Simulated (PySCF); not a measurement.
## A study: CH3AlF2, SMILES `C[Al](F)F`

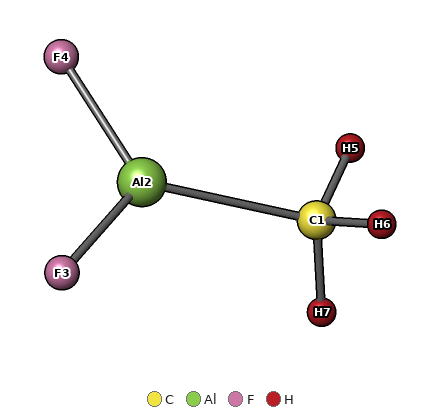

The molecule, with its atoms numbered as below. No frequency check shows the geometry to be a minimum.

Geometry (Å), atoms numbered from 1:

```
C1       1.9069    0.0055    0.0004
Al2     -0.0657    0.0002    0.0003
F3      -0.9672   -1.3814   -0.0004
F4      -0.9752    1.3768    0.0000
H5       2.2883    1.0257   -0.0042
H6       2.3026   -0.5105    0.8752
H7       2.3030   -0.5102   -0.8742
```

## 1. Bonding charge

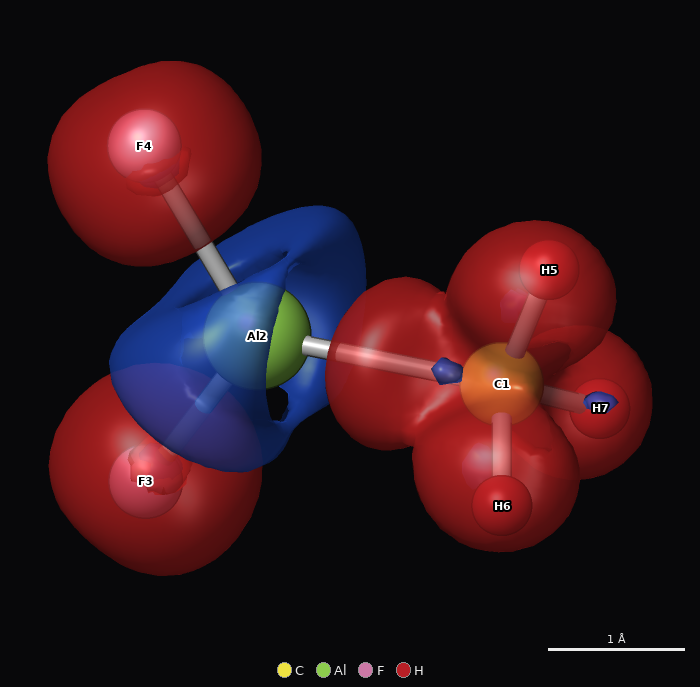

Deformation density (molecule less spherical, spin-averaged free atoms at the same positions), surfaces at ±0.07 e/Å³; red: gain, blue: loss.

PySCF calculation, B3LYP/def2-SVPD, gas phase; geometry: GFN2-xTB.

How much density has each bond gained at its critical point, relative to the free atoms?

Answer. C1–H5: +0.64 e/Å³ at the bond critical point (bond length 1.09 Å). C1–H7 and C1–H6: +0.62 e/Å³ at the bond critical point (bond length 1.09 Å). C1–Al2: +0.15 e/Å³ at the bond critical point (bond length 1.97 Å). Al2–F3: +0.02 e/Å³ at the bond critical point (bond length 1.65 Å); up to 0.6 Å beside the axis the gain reaches +0.27 e/Å³. Al2–F4: +0.02 e/Å³ at the bond critical point (bond length 1.65 Å); up to 0.6 Å beside the axis the gain reaches +0.27 e/Å³. In all, 1.7 electrons gather in the regions of gain relative to the promolecule. A small or negative value marks a very polar bond, one between electron-rich atoms, whose free-atom densities already overlap strongly, a long bond to a heavier atom, or a closed-shell contact such as a hydrogen bond.

Where do the Hirshfeld charges lie?

Answer. The highest Hirshfeld charge is on Al2 (+0.71 e), the lowest on F3 (−0.30 e).

```csv
atom,charge (e)
C1,−0.23
Al2,+0.71
F3,−0.30
F4,−0.30
H5,+0.04
H6,+0.04
H7,+0.04
```

## 2. Local ionisation energy

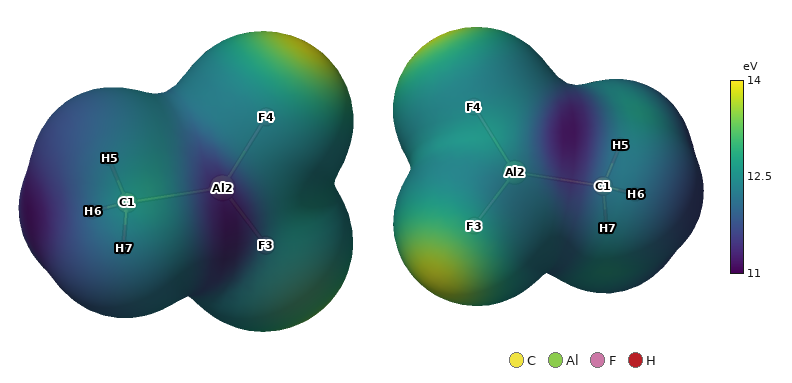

Average local ionisation energy on the surface of electron density 0.001 a.u. (back view left, front view right).

Where are the most loosely bound electrons on this surface?

Answer. The lowest value is 11.1 eV, near H5 (1.80 Å), H7 (1.93 Å), H6 (1.99 Å) and C1 (2.01 Å). Further minima include 11.1 eV, over Al2, off the plane of its three bonds (2.0 Å), and at like points elsewhere. For comparison, the highest occupied orbital lies at −9.2 eV.

## 3. In an electric field

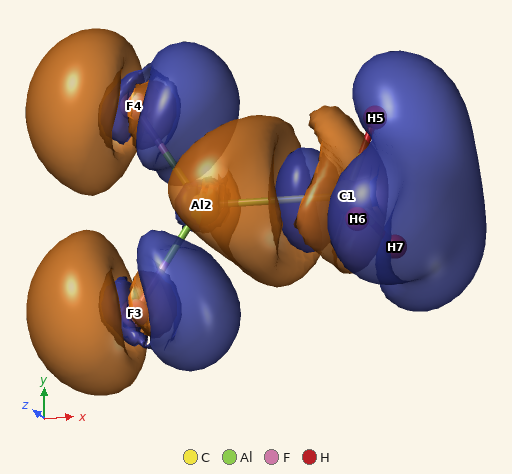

Change of the electron density in a uniform field of 0.21 V/Å, surfaces at ±0.0008 e/Å³ (orange: gain, blue: loss).

Computed with PySCF, B3LYP/def2-SVPD, geometry: GFN2-xTB.

Along which Cartesian direction does the field point?

Answer. Along +x: electrons gather on the −x side, against the field.

What dipole is induced, and what polarisability does it imply?

Answer. The induced dipole is 0.43 D (along the field); α along this axis, from the fields in both directions, is 42 bohr³ (6.2 Å³).

Which atoms gain and lose the most charge?

Answer. Electrons gather most on Al2 (Hirshfeld charge changes by −0.009 e) and leave H6 and H7 alike most (+0.005 e); 0.039 electrons are displaced in all.

## 4. Removing or adding an electron

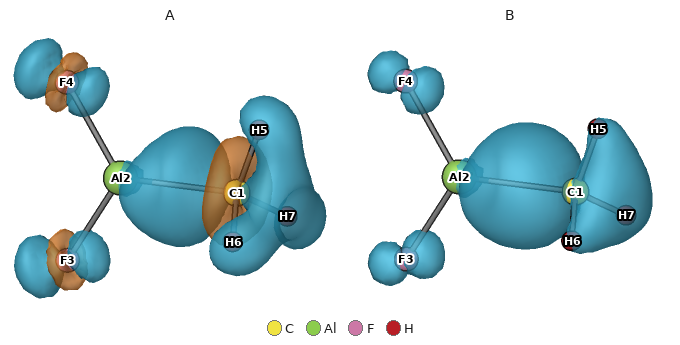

The Fukui function f⁻ from two separate SCF calculations and the density of the HOMO, at ±0.04 e/Å³ (light blue positive, orange negative).

Method: B3LYP/def2-SVPD; geometry: GFN2-xTB; program: PySCF.

Which panel is which, and how good is the frozen-orbital picture?

Answer. A is f⁻ (it has negative regions), B the HOMO density. The HOMO lies on C1 (49 %), Al2 (24 %) and F3 and F4 (6 % each); f⁻ (Hirshfeld-condensed) is largest on C1 (0.25) and Al2 (0.24); the vertical ionisation energy is 11.92 eV. Relaxation shifts 24 % of the electron between atoms. The orbital energy is −9.17 eV.
